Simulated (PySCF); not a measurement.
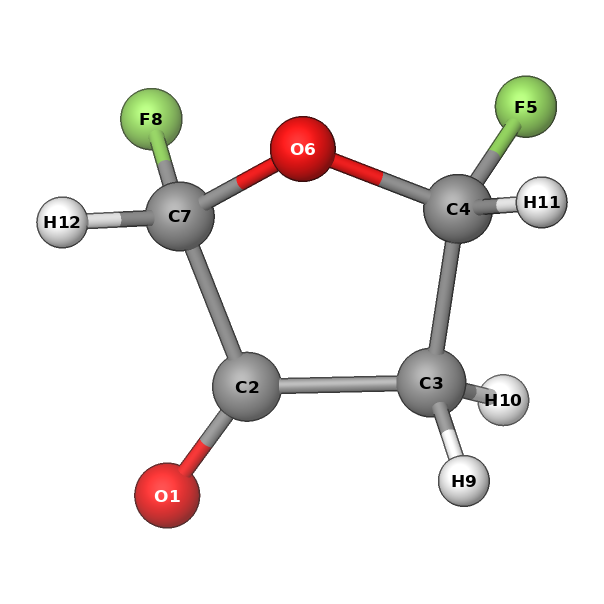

The geometry was computed by an optimisation with GFN2-xTB. No frequency run is at hand to confirm it as a minimum. Electric field gradients from the ground-state density, B3LYP/pcJ-1 (PySCF 2.14.0), non-relativistic apart from any core potentials.

Give the largest field-gradient component, the quadrupole coupling constant and the asymmetry for 17O at O1 (Q = −25.6 mb), 17O at O6 (Q = −25.6 mb), 2H at H9 (Q = 2.86 mb), 2H at H10 (Q = 2.86 mb), 2H at H11 (Q = 2.86 mb), 2H at H12 (Q = 2.86 mb).

```csv
atom,V_zz (a.u.),e²qQ/h (MHz),η
O1,−1.968,11.84,0.59
O6,1.772,−10.66,0.75
H9,0.296,0.199,0.02
H10,0.291,0.195,0.01
H11,0.269,0.181,0.03
H12,0.270,0.181,0.04
```
